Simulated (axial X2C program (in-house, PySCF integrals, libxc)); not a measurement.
# Relativistic diatomic calculation for FeP⁺

FeP⁺, single determinant with Ω = 3. The distance is the PBE0 minimum at charge 1. Computed at this level: expectation values, HF and Kohn-Sham, two-component X2C with atomic mean-field Coulomb and Gaunt terms, Fe dyall-cv3z, P dyall-v3z (cores contracted) (axial X2C program (in-house, PySCF integrals, libxc)).

Output:
```
two-component X2C + atomic mean field  PBE0
basis functions 154  fitting functions 890  grid points 5077
iter        total energy     max residual
   1      -1613.807539892     1.11e-05
   2      -1613.807539891     2.49e-05
   3      -1613.807539895     6.19e-06
   4      -1613.807539896     4.07e-06
converged
one-electron -2407.85205553  Coulomb 778.85831156  exact exchange -19.34434079  xc functional -59.61458609  nuclear repulsion 94.53921771  atomic mean-field constant -0.39408676
```

Expectation values by level of theory:

```
                                             quantity   PBE0      HF  B3LYP    PBE    LDA
effective field for an electron dipole moment (GV/cm)  0.358  0.0524  0.342  0.396  0.399
           field gradient at the first nucleus (a.u.)   1.50    1.72   1.48   1.25  0.961
          field gradient at the second nucleus (a.u.)  −1.37  −0.810  −1.49  −1.65  −1.74
                           A∥/gI, first nucleus (MHz)    641     681    633    639    633
                          A∥/gI, second nucleus (MHz)   52.7    44.8   44.1   51.1   45.8
```

Each column comes from one determinant with 2 or more unpaired spinors, which can mix states, in a basis with contracted cores. The levels disagree widely: the effective field runs from 0.0524 to 0.399 GV/cm and the field gradient at the second nucleus runs from −1.74 to −0.810 a.u. They may not all have settled in the same state, and these values aren't reliable properties of the molecule.

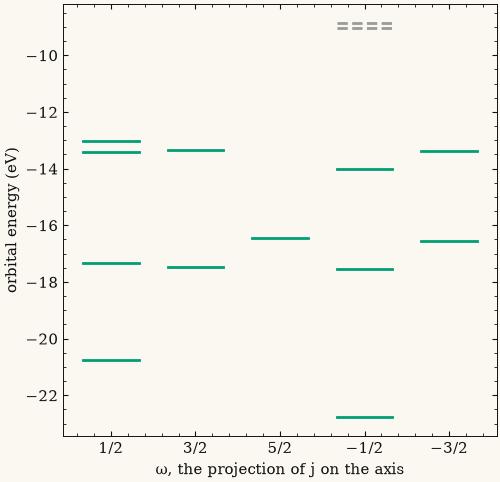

Figure 1. Orbital energies (PBE0) near the frontier at 2.18 Å, filled (solid) and empty (dashed). The highest filled spinor (1/2; 55 % P p, 36 % Fe s) lies at −13.02 eV, the lowest empty one (−1/2; 64 % Fe d, 28 % Fe s) at −9.02 eV.

Input:
```
{"zs": [26, 15], "q": 1, "bas": ["dyall-cv3z", "dyall-v3z"], "r0": 2.11, "levels": ["PBE0", "HF", "B3LYP", "PBE", "LDA"], "nst": 3}
```

The line is the task of a batch: nuclear charges, charge, bases, the levels to run, a first guess of the distance and further settings. This report covers the levels named above. The log is that of the reference distance, started from orbitals converged before.

The run was one of a batch that the task file lists, launched with:
```bash
python <driver script> task.json out
```

Key numbers:

- outcome: converged; the levels of theory disagree widely
- hardware: 1 thread of Arm Neoverse V2, 24 GiB of memory available, shared host
- wall time: 1.7 s
- peak memory: 0.29 GiB
